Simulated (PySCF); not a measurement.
## BSiP2H5Cl2: a changed input and its effect

System: BSiP2H5Cl2, SMILES P[SiH](P)B(Cl)Cl.
Method of the first run: GIAO PBE0/pcSseg-1 NMR shielding, non-relativistic, gas phase (PySCF 2.14.0).

The geometry comes from this level: GFN2-xTB, MD frame at 425 fs, 400 K. Text and figures count atoms from 1; the logs count them from 0 in places.

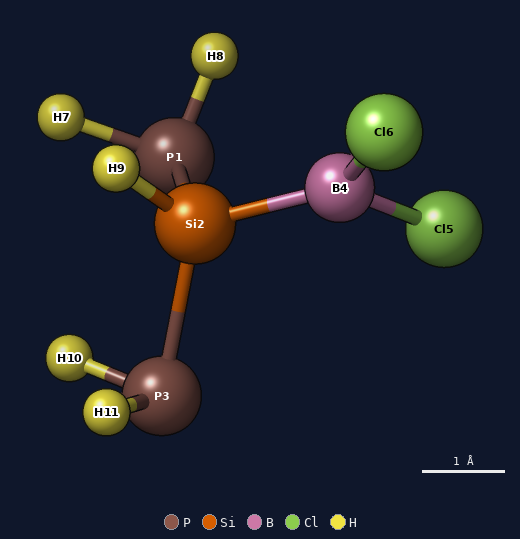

Fig. 1: The structure (ball-and-stick view, seen at a tilt; atoms are numbered from 1 in the order of the input). Bond lengths as drawn: B–Cl 1.69 to 1.79 Å, B–Si 1.93 Å, H–P 1.34 to 1.51 Å, H–Si 1.46 Å and P–Si 2.22 to 2.31 Å.

### Input file, the first run
```
{"job": {"kind": "nmr", "xc": "PBE0", "basis": "pcSseg-1", "pop": false}, "charge": 0, "multiplicity": 1}
P      1.892200     0.058000     0.123800
Si    -0.319900    -0.549400     0.387600
P     -1.116700     0.700100    -1.260900
B     -0.447700    -2.468500     0.189200
Cl     0.308300    -3.079800    -1.313600
Cl    -1.230600    -3.638000     1.129800
H      1.815200     1.034700     1.276600
H      2.553500    -0.834900     0.881000
H     -0.727100    -0.188100     1.745600
H     -0.427700     1.738900    -0.676300
H     -2.265000     1.003400    -0.549000
```

The first line tells a small driver script what to run in PySCF; the rest is the geometry in Å.

Launched with:
```bash
OMP_NUM_THREADS=1 python <driver script> task.json out
```

Hardware: 1 CPU thread, shared host.

### Output (the first run)
```
coarse grid: 12312 points
cycle   1  E = -1919.6645977687  dE =  5.075e-01  |g| = 2.660e-01  |ddm| = 3.161e+00
cycle   2  E = -1919.6497435495  dE =  1.485e-02  |g| = 3.591e-01  |ddm| = 7.814e-01
cycle   3  E = -1919.6866020291  dE = -3.686e-02  |g| = 4.117e-02  |ddm| = 4.775e-01
cycle   4  E = -1919.6870350522  dE = -4.330e-04  |g| = 1.671e-02  |ddm| = 8.091e-02
cycle   5  E = -1919.6871203088  dE = -8.526e-05  |g| = 3.057e-03  |ddm| = 2.861e-02
cycle   6  E = -1919.6871226850  dE = -2.376e-06  |g| = 1.449e-03  |ddm| = 7.552e-03
final grid: 97344 points
cycle   7  E = -1919.7173798734  dE = -2.610e-05  |g| = 3.972e-03  |ddm| = 2.283e-02
cycle   8  E = -1919.7173788245  dE =  1.049e-06  |g| = 3.765e-03  |ddm| = 9.175e-03
cycle   9  E = -1919.7173826963  dE = -3.872e-06  |g| = 1.015e-03  |ddm| = 5.631e-03
cycle  10  E = -1919.7173829630  dE = -2.666e-07  |g| = 1.878e-04  |ddm| = 1.306e-03
cycle  11  E = -1919.7173829725  dE = -9.516e-09  |g| = 3.573e-05  |ddm| = 2.750e-04
cycle  12  E = -1919.7173829728  dE = -3.160e-10  |g| = 1.154e-05  |ddm| = 6.393e-05
converged SCF energy = -1919.7173829728

GIAO shielding tensors (ppm)
atom      isotropic    diamagn.    paramagn.     s11        s22        s33       span
  0 P      565.391     966.543    -401.152    495.747    570.020    630.406    134.659
  1 Si     415.621     880.778    -465.157    383.168    423.790    439.906     56.739
  2 P      627.837     966.420    -338.583    545.864    635.609    702.038    156.174
  3 B       22.836     195.646    -172.810    -51.564     27.725     92.347    143.911
  4 Cl     534.978    1147.446    -612.468    116.269    613.876    874.790    758.522
  5 Cl     564.422    1147.152    -582.730    215.134    563.519    914.614    699.480
  6 H       28.171      27.633       0.538     23.198     25.698     35.617     12.419
  7 H       30.606      30.606      -0.000     24.780     27.829     39.208     14.429
  8 H       27.121      29.996      -2.875     23.488     24.817     33.059      9.571
  9 H       31.133      30.419       0.713     24.605     30.559     38.234     13.629
 10 H       30.252      29.437       0.815     24.030     26.875     39.851     15.821
```

The input of the second run differs as follows (lines with − go, lines with + come):
```diff
-P      1.892200     0.058000     0.123800
-Si    -0.319900    -0.549400     0.387600
-P     -1.116700     0.700100    -1.260900
-B     -0.447700    -2.468500     0.189200
-Cl     0.308300    -3.079800    -1.313600
-Cl    -1.230600    -3.638000     1.129800
-H      1.815200     1.034700     1.276600
-H      2.553500    -0.834900     0.881000
-H     -0.727100    -0.188100     1.745600
-H     -0.427700     1.738900    -0.676300
-H     -2.265000     1.003400    -0.549000
+P      2.046500     0.010200     0.045100
+Si    -0.250100     0.042700     0.404300
+P     -1.438100     1.288800    -1.184100
+B     -0.807500    -1.982800     0.092900
+Cl    -0.054600    -2.509800    -1.425400
+Cl    -1.314600    -3.347000     1.017800
+H      2.228200     0.283700     1.358600
+H      2.231500    -1.344800     0.311200
+H     -0.676900     0.723600     1.709500
+H     -1.416000     2.409100    -0.390900
+H     -2.791000     0.818800    -0.948600
```

How does the second run compare with the first run?

With the same method and basis, the second run lies 4.9 kcal/mol higher. The HOMO goes from −7.53 to −7.19 eV. The LUMO goes from −2.54 to −2.42 eV. Of all shieldings, the largest change is that of P3, by −79.8 ppm. The number of SCF iterations is the same.

### Output (the second run)
```
coarse grid: 12312 points
cycle   1  E = -1919.6466162824  dE =  3.162e-01  |g| = 3.130e-01  |ddm| = 3.070e+00
cycle   2  E = -1919.6175725336  dE =  2.904e-02  |g| = 4.546e-01  |ddm| = 9.172e-01
cycle   3  E = -1919.6779503535  dE = -6.038e-02  |g| = 4.054e-02  |ddm| = 5.581e-01
cycle   4  E = -1919.6783317829  dE = -3.814e-04  |g| = 1.804e-02  |ddm| = 7.627e-02
cycle   5  E = -1919.6784253189  dE = -9.354e-05  |g| = 3.623e-03  |ddm| = 2.820e-02
cycle   6  E = -1919.6784289539  dE = -3.635e-06  |g| = 1.526e-03  |ddm| = 8.378e-03
final grid: 97344 points
cycle   7  E = -1919.7095413576  dE = -2.581e-05  |g| = 3.815e-03  |ddm| = 2.336e-02
cycle   8  E = -1919.7095404043  dE =  9.534e-07  |g| = 3.587e-03  |ddm| = 8.317e-03
cycle   9  E = -1919.7095440561  dE = -3.652e-06  |g| = 9.508e-04  |ddm| = 5.115e-03
cycle  10  E = -1919.7095442882  dE = -2.321e-07  |g| = 2.013e-04  |ddm| = 1.118e-03
cycle  11  E = -1919.7095442994  dE = -1.127e-08  |g| = 3.069e-05  |ddm| = 2.781e-04
cycle  12  E = -1919.7095442997  dE = -2.524e-10  |g| = 1.108e-05  |ddm| = 5.993e-05
converged SCF energy = -1919.7095442997

GIAO shielding tensors (ppm)
atom      isotropic    diamagn.    paramagn.     s11        s22        s33       span
  0 P      598.982     966.036    -367.054    493.206    639.101    664.639    171.433
  1 Si     383.514     878.140    -494.625    331.491    387.278    431.774    100.283
  2 P      547.999     965.719    -417.720    502.140    559.262    582.595     80.455
  3 B       23.185     194.321    -171.136    -44.897     24.699     89.754    134.651
  4 Cl     502.603    1148.436    -645.833    150.395    571.072    786.341    635.946
  5 Cl     559.853    1147.365    -587.511    247.068    582.823    849.669    602.601
  6 H       30.574      30.214       0.360     25.019     27.415     39.288     14.269
  7 H       30.179      29.797       0.383     24.057     29.408     37.073     13.016
  8 H       25.458      28.078      -2.620     21.149     24.310     30.914      9.765
  9 H       29.720      29.633       0.087     24.483     27.331     37.348     12.865
 10 H       28.555      27.963       0.592     23.401     26.626     35.638     12.237
```

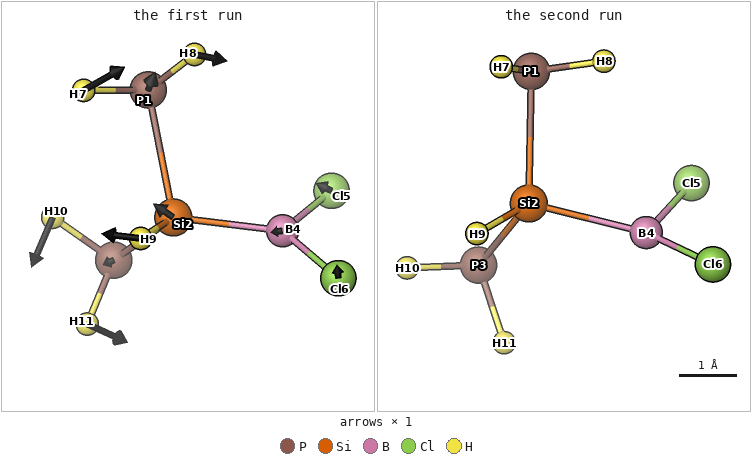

Fig. 2: The two input geometries at one scale (ball-and-stick view, seen at a tilt). The black arrows on the first give the shifts of the atoms after the best rigid fit, at true length. The largest move after the best rigid fit is that of H10, 0.97 Å. Largest moves by element: H 0.97 Å, Si 0.44 Å, P 0.40 Å, Cl 0.32 Å, B 0.22 Å. Among the contacts that change: Si2–B4 1.934 → 2.124 Å, P1–H7 1.513 → 1.354 Å, Si2–P3 2.217 → 2.342 Å, Si2–H9 1.463 → 1.533 Å.

### The two runs side by side

| quantity | the first run | the second run |
| --- | --- | --- |
| outcome | converged | converged |
| total energy (hartree) | −1919.717383 | −1919.709544 |
| HOMO (eV) | −7.53 | −7.19 |
| LUMO (eV) | −2.54 | −2.42 |
| dipole moment (D) | 2.15 | 2.15 |
| shielding of P1 (ppm) | 565.4 | 599.0 |
| shielding of Si2 (ppm) | 415.6 | 383.5 |
| shielding of P3 (ppm) | 627.8 | 548.0 |
| shielding of Cl5 (ppm) | 535.0 | 502.6 |
| shielding of Cl6 (ppm) | 564.4 | 559.9 |
| shielding of H7 (ppm) | 28.2 | 30.6 |
| shielding of H11 (ppm) | 30.3 | 28.6 |
| SCF iterations | 12 | 12 |
| basis functions | 162 | 162 |
| wall time (shared host) | 17 s | 17 s |
